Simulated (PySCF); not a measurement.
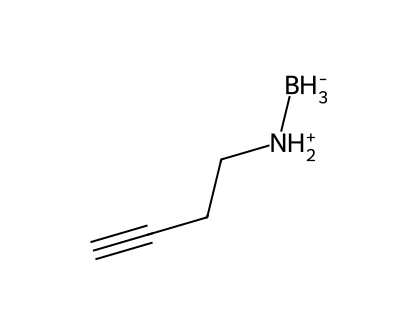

Skeletal drawing of a molecule.

> Write the SMILES.

[BH3-][NH2+]CCC#C

> Give the formula, hydrogens included.

C4H10BN.

> An optimisation with GFN2-xTB gave a structure of which point group?

C1. Other conformers may differ.

More results for the same structure follow; atom numbers are the same in all pictures, views and colours differ. Computed geometry: GFN2-xTB optimisation. No frequency run is at hand to confirm it as a minimum.

**Shape**

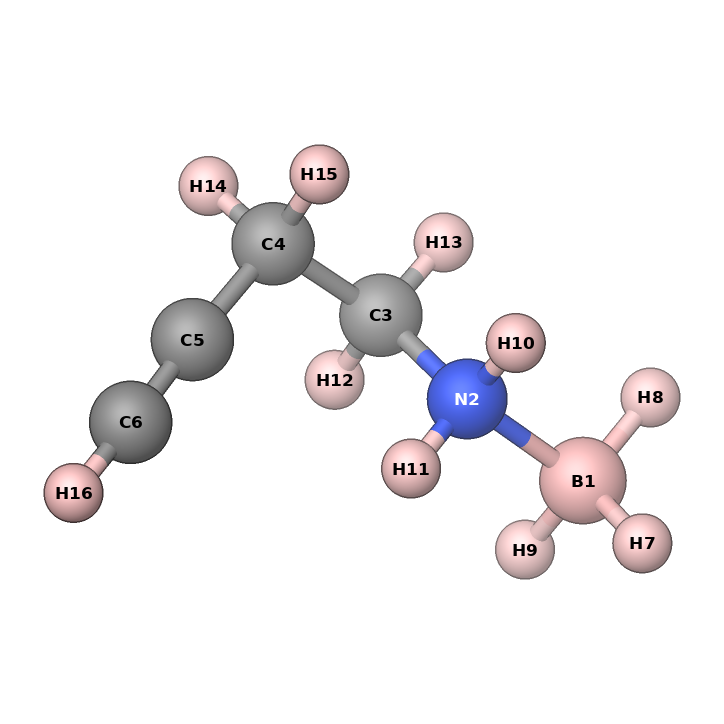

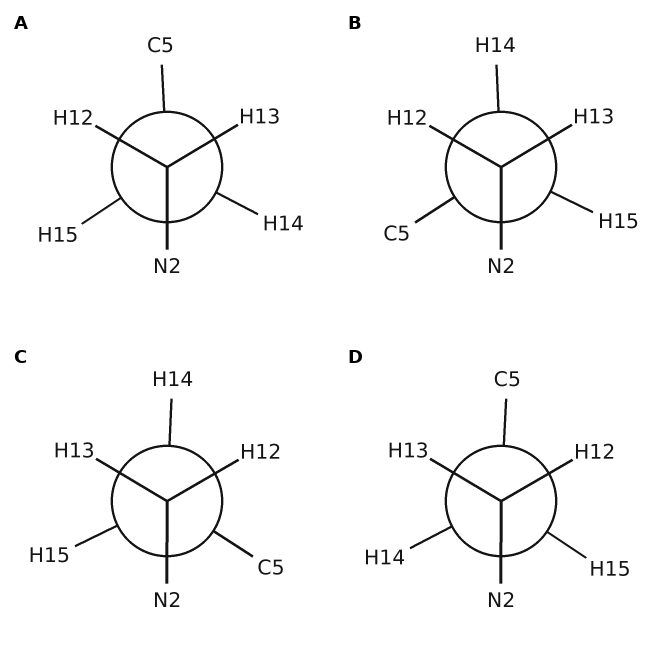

Depth is shown by fading: the farther an atom, the more it takes the colour of the background. Bonds that would overlap in a projection are set slightly apart. No frequency run is at hand to confirm it as a minimum.

> Which Newman projection shows the view along C3–C4, with C3 in front?

C. The torsion angle N2–C3–C4–C5 is −57°, synclinal (gauche).

**Spin–spin coupling**

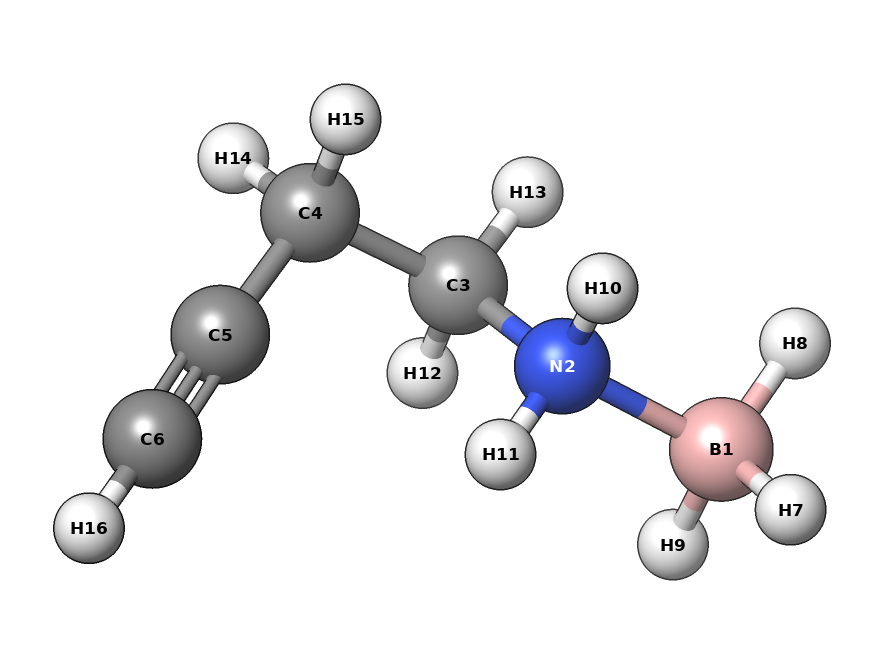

No frequency run is at hand to confirm it as a minimum. Properties computed with B3LYP/pcJ-1 indirect spin-spin coupling, non-relativistic, gas phase (PySCF 2.14.0). Isotopes: 11B, 13C, 1H, 15N.

Give the spin–spin coupling constants of these pairs, with the number of bonds between them: B1/H8, B1/N2, B1/H9, N2/H10, N2/H11, N2/C3, B1/H10, B1/H11, N2/H7, N2/H9, N2/C5.

```tsv
pair	bonds apart	J (Hz)
B1, H8	1	105.0
B1, N2	1	−2.6
B1, H9	1	106.2
N2, H10	1	−73.7
N2, H11	1	−74.9
N2, C3	1	−7.0
B1, H10	2	−3.0
B1, H11	2	−3.0
N2, H7	2	−3.8
N2, H9	2	−1.2
N2, C5	3	−0.6
```

**Electronic properties**

No frequency run is at hand to confirm it as a minimum. Properties computed with B3LYP/pcJ-1, gas phase (PySCF 2.14.0).

> Estimate the HOMO energy (Kohn–Sham orbital).

−7.53 eV.

> Give the dipole moment at this level.

5.56 D.

> Estimate the LUMO energy (Kohn–Sham orbital).

−0.02 eV.

**Quadrupole coupling**

No frequency run is at hand to confirm it as a minimum. Electric field gradients from the ground-state density, B3LYP/pcJ-1 (PySCF 2.14.0), non-relativistic apart from any core potentials.

Give the largest field-gradient component, the quadrupole coupling constant and the asymmetry for 11B at B1 (Q = 40.59 mb), 14N at N2 (Q = 20.44 mb), 2H at H7 (Q = 2.86 mb), 2H at H8 (Q = 2.86 mb).

```tsv
atom	V_zz (a.u.)	e²qQ/h (MHz)	η
B1	0.271	2.59	0.01
N2	−0.587	−2.82	0.23
H7	0.218	0.147	0.11
H8	0.219	0.147	0.12
```

The geometry is semi-empirical. Around B such bond lengths and angles can be off by a tenth of an ångström or more and by several degrees, and values that hang on the shape move with them.
